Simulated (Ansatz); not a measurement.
**A computed series for Al2O3: response to strain**

Start from Al$_{2}$O$_{3}$ in the corundum structure (space group R-3c, No. 167; a = 4.729 Å, c = 12.892 Å (hexagonal axes)). Axes: x lies along a and z along c of the hexagonal cell.

Strains are applied to the cell and any free atomic positions relax; under biaxial strain the out-of-plane vector relaxes too.

Calculations: Ansatz (a first-principles code) LDA, no spin-orbit coupling.

Notes on the quantities. energy relative to the base: free energy F.

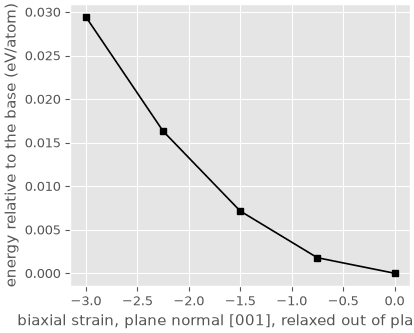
*Energy relative to the base against biaxial strain, plane normal [001], relaxed out of plane*

| biaxial strain, plane normal [001], relaxed out of plane (%) | energy relative to the base |
|---|---|
| -3 | +29 meV/atom |
| -2.25 | +16 meV/atom |
| -1.5 | +7.1 meV/atom |
| -0.75 | +1.8 meV/atom |

No phonon test of stability was made.
